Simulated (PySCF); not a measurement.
C$_{2}$H$_{3}$B$_{2}$F$_{3}$S (SMILES BBSC(F)=C(F)F)

```xyz
11

B     2.0049   -0.1320   -0.6412
B     1.4351    1.0548    0.3194
S    -0.2665    1.1829    0.8194
C    -1.0322   -0.1986    0.0261
F    -0.2544   -1.0255   -0.6973
C    -2.3362   -0.4602    0.1083
F    -3.1946    0.2821    0.7894
F    -2.9461   -1.4858   -0.4722
H     2.0667   -0.0244   -1.8061
H     2.4620   -1.1205   -0.2094
H     2.0666    1.9300    0.7775
```

Geometry: GFN2-xTB.

Method: PySCF, PBE0/pcSseg-1, SCF density, gas phase, non-relativistic.

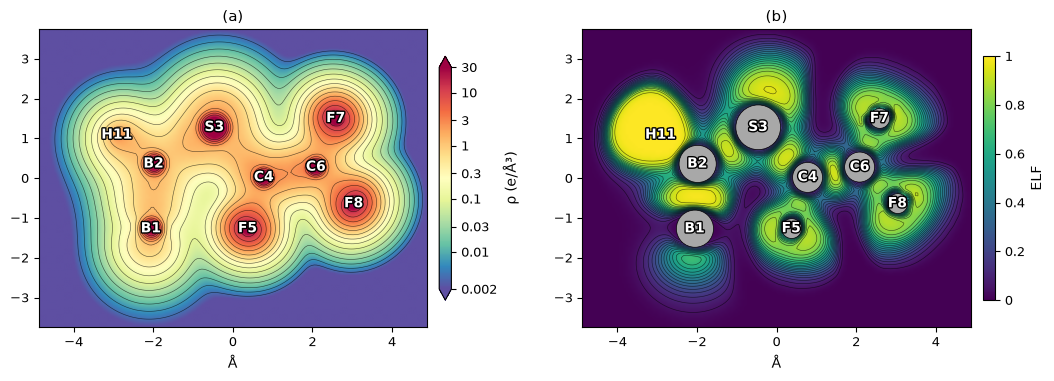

Figure 1. (a) electron density; (b) electron localisation function on the plane of atoms S3, C4 and F5. Grey discs cover the atomic cores in the ELF map.

> What does the map show?

The section cuts through B, S, C, F and H sites.
C–F (1.32 Å): ρ at the midpoint is about 2.4 e/Å³; the ELF peaks at about 0.85 between the atoms (a shared but strongly polarised pair).
C–C (1.33 Å): ρ at the midpoint is about 2.3 e/Å³; the ELF peaks at about 0.95 between the atoms (a multiple bond).
B–B (1.63 Å): ρ is about 1.2 e/Å³ halfway; the ELF peaks at about 1 between the atoms; localised, covalent bonding.
C–S (1.77 Å): ρ at the midpoint is about 1.3 e/Å³; the ELF peaks at about 0.95 between the atoms: a covalent bond.
B–S (1.78 Å): ρ at the midpoint is about 1.2 e/Å³; the ELF peaks at about 0.90 between the atoms: localised, covalent bonding.
The ELF also peaks beside F5, F8, F7 and S3, away from the bonds: lone-pair regions.

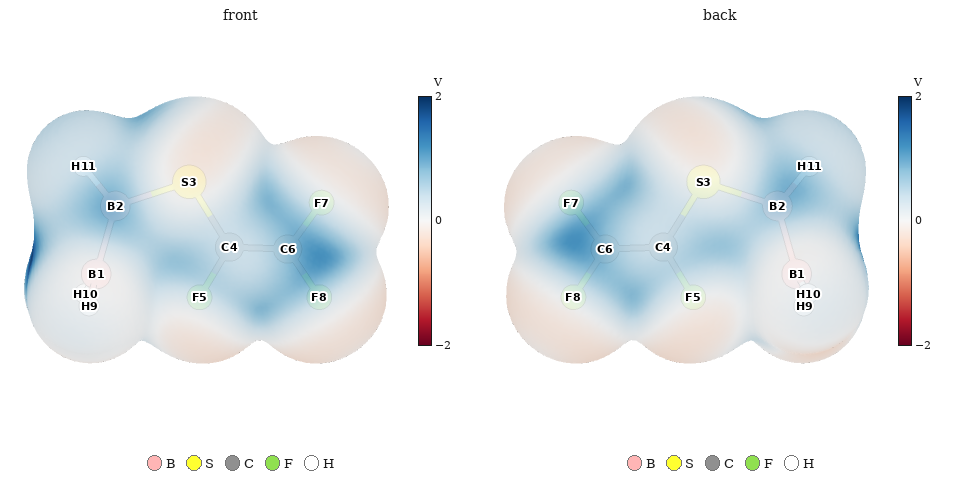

Figure 2. The molecular electrostatic potential painted on the density surface at 0.002 e/bohr³, seen from the front and from behind; red is negative and blue positive.

> Where is the surface potential most negative and most positive?

The most negative region (about −0.3 V) lies over F5 and F8, the most positive (about +1.7 V) over B1.
